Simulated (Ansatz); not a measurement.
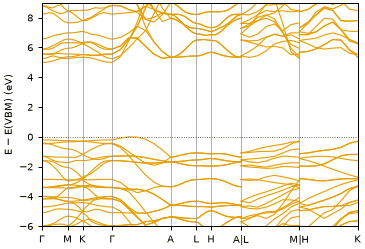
Fig. 1. Band structure from r²SCAN in the plane-wave PAW code Ansatz

**Question.** Read off the gap and where the band edges lie.

**Answer.** About 5.0 eV (4.99 eV by a search for the band edges); maximum on the Γ–A line, 33 % of the way from Γ, minimum at Γ.

The material is Si3N4 in space group P6_3/m (No. 176; Si on 6h, N on 2d, N on 6h).

The cell was relaxed with r²SCAN under the symmetry of its start; phonons on a q-mesh show no instability.

Potentials: the earlier of the program's two PAW sets.
